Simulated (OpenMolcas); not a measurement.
# GeSiH4F2 (SMILES F[SiH](F)[GeH3]), step by step, part 2 of 3

OpenMolcas 26.06. The steps go on from the part before.

## 5. The energy along one coordinate at SC-NEVPT2(2,2)/ANO-R1 (sfX2C, RICD fitting, pt2 variant SC-NEVPT2) (run 4)

Input file step4.input:

```
* F2GeH4Si NEVPT2
>>> COPY $CurrDir/step2.RasOrb $Project.RasOrb
>>> ForEach K in (1, 2, 3, 4, 5, 6, 7, 8, 9)

&gateway
 coord=$CurrDir/point$K.xyz
 basis=ANO-R1
 group=NoSym
 ricd

&seward

&rasscf
 fileorb=$Project.RasOrb
 spin=1
 nactel=2 0 0
 inactive=33
 ras2=2
 orblisting=Nothing
 orbappear=Compact

&caspt2
 sc-nevpt2
 frozen=16
>>> EndDo
```

The run is started by

```sh
$ export MOLCAS_MEM=1860
$ pymolcas step4.input > step4.log
```

The program printed:

```text
--- Start Module: gateway ---

                                              &GATEWAY

                       available to each process: 1.9 GB of memory, 1 thread

++    Symmetry information:
      ---------------------

                    Character Table for C1

                             E
                    a        1  x, y, xy, Rz, z, xz, Ry, yz, Rx, I
--

++    Basis set information:
      ----------------------

      Basis set label: F.ANO-R...3S2P1D.

      Electronic valence basis set:
      ------------------
      Associated Effective Charge   9.000000 au
      Associated Actual Charge      9.000000 au
      Nuclear Model: Finite nucleus - Gaussian distribution
        Gaussian exponent, Xi/bohr**(-2):  5.35469E+08

      Shell  nPrim  nBasis  Cartesian Spherical Contaminant
         s      13       3        X
         p       8       2        X
         d       4       1                 X

      Basis set label: SI.ANO-R...4S3P1D.

      Electronic valence basis set:
      ------------------
      Associated Effective Charge  14.000000 au
      Associated Actual Charge     14.000000 au
      Nuclear Model: Finite nucleus - Gaussian distribution
        Gaussian exponent, Xi/bohr**(-2):  4.34677E+08

      Shell  nPrim  nBasis  Cartesian Spherical Contaminant
         s      16       4        X
         p      11       3        X
         d       7       1                 X

      Basis set label: F.ANO-R...3S2P1D.

      Electronic valence basis set:
      ------------------
      Associated Effective Charge   9.000000 au
      Associated Actual Charge      9.000000 au
      Nuclear Model: Finite nucleus - Gaussian distribution
        Gaussian exponent, Xi/bohr**(-2):  5.35469E+08

      Shell  nPrim  nBasis  Cartesian Spherical Contaminant
         s      13       3        X
         p       8       2        X
         d       4       1                 X

      Basis set label: GE.ANO-R...5S4P3D1F.

      Electronic valence basis set:
      ------------------
      Associated Effective Charge  32.000000 au
      Associated Actual Charge     32.000000 au
      Nuclear Model: Finite nucleus - Gaussian distribution
        Gaussian exponent, Xi/bohr**(-2):  2.52356E+08

      Shell  nPrim  nBasis  Cartesian Spherical Contaminant
         s      20       5        X
         p      15       4        X
         d       9       3                 X
         f       6       1                 X

      Basis set label: H.ANO-R...2S1P.

      Electronic valence basis set:
      ------------------
      Associated Effective Charge   1.000000 au
      Associated Actual Charge      1.000000 au
      Nuclear Model: Finite nucleus - Gaussian distribution
        Gaussian exponent, Xi/bohr**(-2):  2.12482E+09

      Shell  nPrim  nBasis  Cartesian Spherical Contaminant
         s       7       2        X
         p       4       1        X
--

++    Molecular structure info:
      -------------------------

                    ************************************************
                    **** Cartesian Coordinates / bohr, angstrom ****
                    ************************************************

     Center  Label                x              y              z                     x              y              z
        1      F1               2.429436      -2.436494       2.089480              1.285602      -1.289337       1.105705
        2      SI2              2.154099      -0.239239       0.530824              1.139900      -0.126600       0.280900
        3      F3               3.747516      -0.730190      -1.974197              1.983100      -0.386400      -1.044700
[... 4 lines of this table left out ...]
        8      H8              -2.467037       2.632200      -2.249530             -1.305500       1.392900      -1.190400

                    ***************************************
                    *    InterNuclear Distances / bohr    *
                    ***************************************

               1 F1            2 SI2           3 F3            4 GE4           5 H5            6 H6
    1 F1       0.000000
    2 SI2      2.707978        0.000000
    3 F3       4.600247        3.009176        0.000000
    4 GE4      5.968843        4.492330        6.184885        0.000000
    5 H5       4.437265        2.798942        4.681192        6.241000        0.000000
    6 H6       6.925067        6.109786        8.536265        2.902630        7.174494        0.000000
    7 H7       6.900732        6.134144        7.048617        2.899719        8.517921        4.732854
    8 H8       8.276117        6.109863        7.071220        2.902678        7.177315        4.720825

               7 H7            8 H8
    7 H7       0.000000
    8 H8       4.732819        0.000000

                    *******************************************
                    *    InterNuclear Distances / angstrom    *
                    *******************************************

               1 F1            2 SI2           3 F3            4 GE4           5 H5            6 H6
    1 F1       0.000000
    2 SI2      1.433000        0.000000
    3 F3       2.434346        1.592387        0.000000
    4 GE4      3.158576        2.377239        3.272900        0.000000
    5 H5       2.348099        1.481136        2.477180        3.302595        0.000000
    6 H6       3.664588        3.233160        4.517197        1.536006        3.796579        0.000000
    7 H7       3.651710        3.246049        3.729967        1.534465        4.507490        2.504519
    8 H8       4.379532        3.233200        3.741928        1.536031        3.798072        2.498153

[... 141 lines left out ...]
                                         RASSCF iterations: Energy and convergence statistics
[... 23 lines left out ...]
      conf/sym  11     Coeff  Weight
[... 24 lines left out ...]
      Final state energy(ies):
[... 103 lines left out ...]
      Spin density orbitals for root   1 are written to the SPDORB.1 file
[... 93 lines left out ...]
      Reference energy:       -2588.2537000626
[... 16 lines left out ...]
      Total energy:           -2589.1989619218
[... 312 lines left out ...]
      Convergence after 24 iterations
[... 16 lines left out ...]
      Natural orbitals and occupation numbers for root  1
[... 23 lines left out ...]
::    RASSCF root number  1 Total energy:  -2588.27844611
[... 111 lines left out ...]
 ###    WARNING: User changed nr of frozen orbitals.                         ###
[... 84 lines left out ...]
      Total energy:           -2589.2209655785
[... 15 lines left out ...]
      Reference weight:           0.83925
[... 318 lines left out ...]
      Note: transformation to natural orbitals
[... 12 lines left out ...]
      *                                                    Final results                                                     *
[... 20 lines left out ...]
      Von Neumann Entropy (Root   1) =  0.07896
[... 156 lines left out ...]
      Imaginary shift                            0.00
[... 40 lines left out ...]
      Reference weight:           0.83773
[... 27 lines left out ...]
::    SC-NEVPT2 Root  1     Total energy:  -2589.20763573
[... 307 lines left out ...]
      printout of CI-coefficients larger than  0.05 for root  1
[... 12 lines left out ...]
++    Final optimization conditions:
[... 46 lines left out ...]
      Dipole Moment (debye):
[... 145 lines left out ...]
 Compute H0 matrices for state    1
[... 29 lines left out ...]
  FINAL SC-NEVPT2 RESULT:
[... 237 lines left out ...]
      Nuclear repulsion energy =  331.80500794
[... 91 lines left out ...]
      energy=   -2588.170761
[... 15 lines left out ...]
      RASSCF energy for state  1                  -2588.17076140
[... 112 lines left out ...]
      Natural orbitals for root   1 are written to the RASORB.1 file
[... 92 lines left out ...]
  FINAL PC-NEVPT2 RESULT:
[... 15 lines left out ...]
      Reference energy:       -2588.1707614009
[... 304 lines left out ...]
                                         RASSCF iterations: Energy and convergence statistics
[... 23 lines left out ...]
      conf/sym  11     Coeff  Weight
[... 24 lines left out ...]
      Final state energy(ies):
[... 102 lines left out ...]
      Spin density orbitals for root   1 are written to the SPDORB.1 file
[... 93 lines left out ...]
      Reference energy:       -2588.1198541908
[... 16 lines left out ...]
      Total energy:           -2589.0327738158
[... 312 lines left out ...]
      Convergence after 13 iterations
[... 16 lines left out ...]
      Natural orbitals and occupation numbers for root  1
[... 23 lines left out ...]
::    RASSCF root number  1 Total energy:  -2588.09228475
[... 111 lines left out ...]
 ###    WARNING: User changed nr of frozen orbitals.                         ###
[... 84 lines left out ...]
      Total energy:           -2588.9925841062
[... 15 lines left out ...]
      Reference weight:           0.84223
[... 318 lines left out ...]
      Note: transformation to natural orbitals
[... 12 lines left out ...]
      *                                                    Final results                                                     *
[... 20 lines left out ...]
      Von Neumann Entropy (Root   1) =  0.97620
[... 157 lines left out ...]
      Imaginary shift                            0.00
[... 40 lines left out ...]
      Reference weight:           0.84337
[... 27 lines left out ...]
::    SC-NEVPT2 Root  1     Total energy:  -2588.97830007
[... 307 lines left out ...]
      printout of CI-coefficients larger than  0.05 for root  1
[... 12 lines left out ...]
++    Final optimization conditions:
[... 46 lines left out ...]
      Dipole Moment (debye):
[... 26 lines left out ...]
      Total       -0.0006   0.5675  -0.4801   0.1329  -0.0683  -0.0531  -0.0431  -0.0552
--

      Natural Bond Order analysis for root number:  1

++    Natural Bond Order analysis
      ---------------------------
      Based on LoProp computed density
      -------------------------------------------------------------------------------------
      Atom A       Atom B       Bond Order
        SI2          H5             0.775
      -------------------------------------------------------------------------------------
      NBO located      1.550 electrons involved in    1 bonds.
      NBO located      1.000 non-bonded electrons on atom F1
      NBO located      1.001 non-bonded electrons on atom F1
      NBO located      1.020 non-bonded electrons on atom F1
      NBO located      0.985 non-bonded electrons on atom SI2
      NBO located      1.000 non-bonded electrons on atom SI2
      NBO located      0.999 non-bonded electrons on atom SI2
      NBO located      0.999 non-bonded electrons on atom SI2
      NBO located      0.999 non-bonded electrons on atom SI2
      NBO located      1.000 non-bonded electrons on atom F3
      NBO located      1.004 non-bonded electrons on atom F3
      NBO located      0.995 non-bonded electrons on atom GE4
      NBO located      1.004 non-bonded electrons on atom GE4
      NBO located      1.004 non-bonded electrons on atom GE4
      NBO located      1.001 non-bonded electrons on atom GE4
      NBO located      0.998 non-bonded electrons on atom GE4
      NBO located      0.999 non-bonded electrons on atom GE4
      NBO located      0.999 non-bonded electrons on atom GE4
      NBO located      1.000 non-bonded electrons on atom GE4
      NBO located      1.000 non-bonded electrons on atom GE4
      NBO located      1.000 non-bonded electrons on atom GE4
      NBO located      1.000 non-bonded electrons on atom GE4
      NBO located      1.000 non-bonded electrons on atom GE4
      NBO located      1.000 non-bonded electrons on atom GE4
      NBO located      1.000 non-bonded electrons on atom GE4
      The remaining   10.590 electrons are to be considered as diffuse
--

--

      Average orbitals are written to the RASORB file
      Natural orbitals for root   1 are written to the RASORB.1 file
      Spin density orbitals for root   1 are written to the SPDORB.1 file

--- Stop Module: rasscf /rc=_RC_ALL_IS_WELL_ ---
--- Module rasscf spent 6 seconds ---

--- Start Module: caspt2 ---

                                              &CASPT2

                       available to each process: 1.9 GB of memory, 1 thread

 ###############################################################################
 ###    WARNING: User changed nr of frozen orbitals.                         ###
 ###############################################################################

++    Wave function specifications:
      -----------------------------

      Number of closed shell electrons          34
      Number of electrons in active shells       2
      Max number of holes in RAS1 space          0
      Max number of electrons in RAS3 space      0
      Number of inactive orbitals               17
      Number of active orbitals                  2
      Number of secondary orbitals              70
      Spin quantum number                      0.0
      State symmetry                             1
      Number of CSFs                             3
      Number of CASSCF root(s) available         1
      NEVPT2 state passed to geometry opt.       1
      A file JOBMIX will be created
      This is a CASSCF or RASSCF reference function
--

++    Orbital specifications:
      -----------------------

      Symmetry species                           1
                                                 a
      Frozen orbitals                           16
      Inactive orbitals                         17
      Active orbitals                            2
      Secondary orbitals                        70
      Deleted orbitals                           0
      Number of basis functions                105
--

++    NEVPT2 specifications:
      ----------------------

      Type of calculation                        SS-NEVPT2
      Internal contraction for energies          partially and strongly contracted
                                                 (PC-NEVPT2 and SC-NEVPT2)
      Denominator threshold for SC-NEVPT2        1.00E-09
      Fock operator                              state-specific
      0th-order Hamiltonian                      DYALL
      IPEA shift                                 0.00
      Real shift                                 0.00
      Imaginary shift                            0.00
      The input orbitals will be transformed to quasi-canonical
--

--------------------------------------------------------------------------------
 Estimated memory requirements:
  POLY3 :                   250070
  RHS:                     1042094
  SIGMA :                  1010410
  PRPCTL:                        0
 Available workspace:    232483608

++ NEVPT2 computation for group   1

********************************************************************************
 Multi-State initialization phase begins for group   1
--------------------------------------------------------------------------------
********************************************************************************
 Compute H0 matrices for state    1
--------------------------------------------------------------------------------
--------------------------------------------------------------------------------
 H0 matrices have been computed.

********************************************************************************
  NEVPT2 EQUATION SOLUTION
--------------------------------------------------------------------------------

  Total nr of NEVPT2 parameters:
   Before reduction:      936386
   After  reduction:      923277

 Variance of |WF0>:       7.2303182836
-----------------------------------------------------------------------------------------------------------------------------

  FINAL PC-NEVPT2 RESULT:

      Reference energy:       -2588.0815555818
      E2 (Non-variational):      -0.8939288120
      E2 (Variational):          -0.8939288120
      Total energy:           -2588.9754843938
      Residual norm:              0.0000000000
      Reference weight:           0.84366

      Contributions to the PC-NEVPT2 correlation energy
      Active & Virtual Only:         -0.0000090494
      One Inactive Excited:          -0.0648537590
      Two Inactive Excited:          -0.8290660036

  FINAL SC-NEVPT2 RESULT:

      Reference energy:       -2588.0815555818
      E2 (Non-variational):      -0.8939232278
      E2 (Variational):          -0.8939232278
      Total energy:           -2588.9754788097
      Residual norm:              0.0000000000
      Reference weight:           0.84367

      Contributions to the SC-NEVPT2 correlation energy
      Active & Virtual only:         -0.0000091044
      One Inactive Excited:          -0.0648481611
      Two Inactive Excited:          -0.8290659623

   (Skip denominator check etc. with SC-NEVPT2 wavefunction)

   (Skipping property calculation,
    use PROP keyword to activate)
--

  Total SC-NEVPT2 energies:
::    SC-NEVPT2 Root  1     Total energy:  -2588.97547881

  A NEW JOBIPH FILE NAMED 'JOBMIX' IS PREPARED.
********************************************************************************
--- Stop Module: caspt2 /rc=_RC_ALL_IS_WELL_ ---
--- Module caspt2 spent 1 second ---

>>> END FOREACH

.##################.
.# Happy landing! #.
.##################.

    Timing: Wall=272.29 User=256.83 System=14.12
```

Run time: 4.6 min. Hardware: 1 thread of Intel Xeon Platinum 8259CL at 2.50GHz (Skylake/Cascade Lake), shared host; peak memory 0.16 GiB.

The scan, from its lowest point:

```
Si2–F1 (Å)  energy (kJ/mol)
     1.433             57.5
     1.592              0.0
     1.752             34.7
     1.990            152.1
     2.309            324.3
     2.707            493.8
     3.185            599.6
     3.822            636.8
     4.777            644.2
```

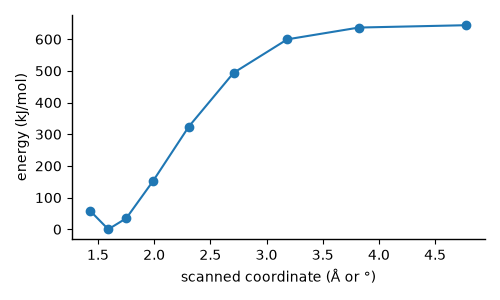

Energy along the scan.

(Continued in part 3 of 3.)
